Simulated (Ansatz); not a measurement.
ClF₃GeH₃N

```yaml
atoms:
  - { symbol: Ge, position_ang: [-0.0798, 0.0256, 0.2000] }
  - { symbol: Cl, position_ang: [0.5832, -0.2984, 2.2521] }
  - { symbol: F, position_ang: [1.4942, 0.0856, -0.5641] }
  - { symbol: F, position_ang: [-0.5889, 1.6397, -0.2804] }
  - { symbol: F, position_ang: [-0.6875, -1.3466, -0.7178] }
  - { symbol: N, position_ang: [-2.1272, -0.0226, 0.9899] }
  - { symbol: H, position_ang: [-2.6026, -0.8573, 0.6212] }
  - { symbol: H, position_ang: [-2.6165, 0.8230, 0.6662] }
  - { symbol: H, position_ang: [-2.1305, -0.0491, 2.0184] }
```

Computed with Ansatz 0.2.0, RKS PBE/def2-SVP.

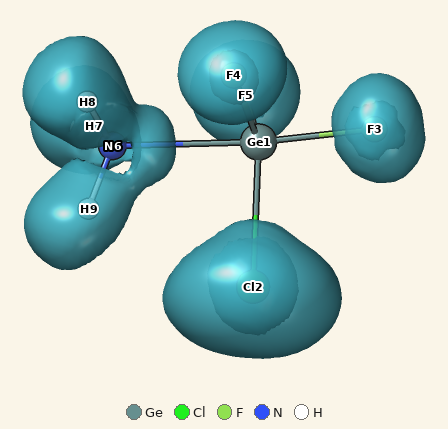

Figure 1. Isosurface of the electron localisation function at 0.75 (cyan), seen across its widest extent. Only the valence region is drawn (cores and ρ < 0.01 e/Å³ removed).

### Where are the electrons localised?

The ELF exceeds this value in one region wrapped around Cl (its valence shell), three regions wrapped around F (the valence shell of each) and one joined region spread over several atoms (H, N), in which their bonds and any lone pairs are merged. Along the contacts the grid gives the following. Ge–F (1.75 Å): the ELF peaks at about 0.80 in the valence shell of F, 0.5 Å from its nucleus, and is about 0.25 at the midpoint. Ge–Cl (2.18 Å): the ELF peaks at about 0.85 in the valence shell of Cl, 0.8 Å from its nucleus, and is about 0.65 at the midpoint.

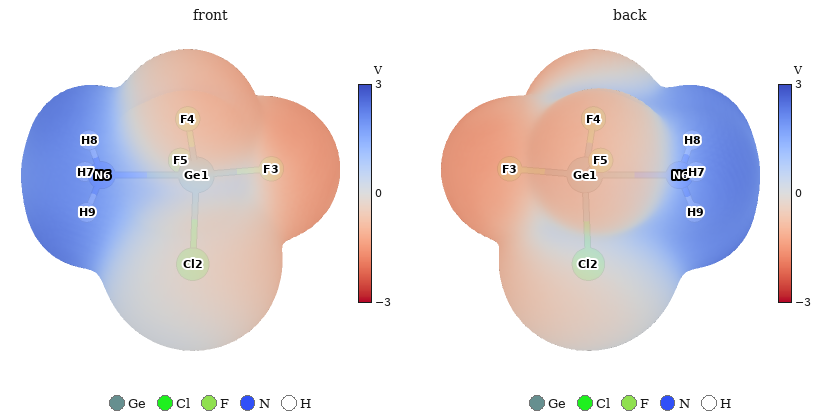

Figure 2. The electrostatic potential painted on the density surface at 0.001 e/bohr³, seen from the front and from behind; red is negative and blue positive.

### Which sites attract a positive test charge, and which a negative one?

A positive charge is drawn to the negative regions and a negative charge to the positive ones. The most negative region (about −1.4 V) lies over F3, the most positive (about +2.2 V) over H7, H8 and H9.

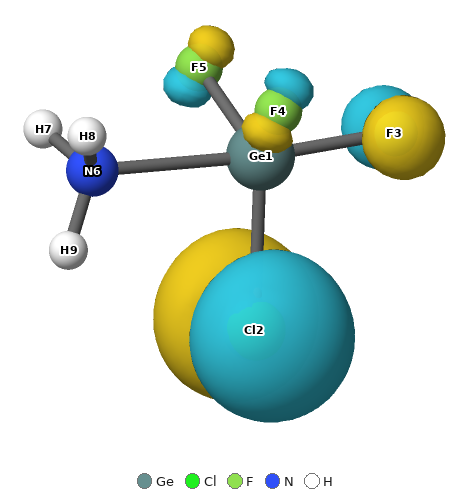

Figure 3. The HOMO−1 at ±0.15 Å⁻³ᐟ² (yellow and cyan are the two phases), seen at a tilt.

### What is the character of this orbital?

By Hirshfeld shares it lies mainly on Cl2 (about 80 %) and F3 (about 10 %); largely a lone pair of Cl2. Its energy is −7.83 eV.

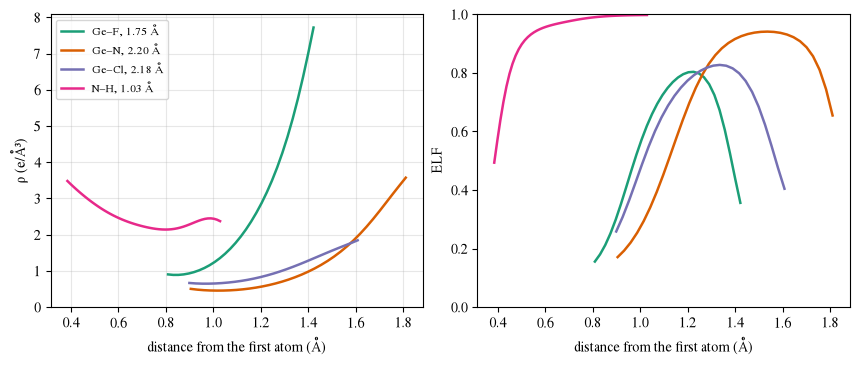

Figure 4. Electron density and electron localisation function along straight lines between neighbouring atoms. The curves leave out the atomic cores.

### What can be read from the curves?

Ge–F (1.75 Å): ρ is about 0.9 e/Å³ halfway; the ELF peaks at about 0.80 in the valence shell of F, 0.5 Å from its nucleus, and is about 0.25 at the midpoint.
Ge–N (2.20 Å): ρ at the midpoint is about 0.48 e/Å³; the ELF peaks at about 0.95 in the valence shell of N, 0.7 Å from its nucleus, and is about 0.45 at the midpoint.
Ge–Cl (2.18 Å): ρ at the midpoint is about 0.7 e/Å³; the ELF peaks at about 0.85 in the valence shell of Cl, 0.8 Å from its nucleus, and is about 0.65 at the midpoint.
N–H (1.03 Å): the density is about 2.8 e/Å³ at the midpoint; the ELF climbs to about 1 towards the hydrogen, as it does in any bond to H; a covalent bond by its length.
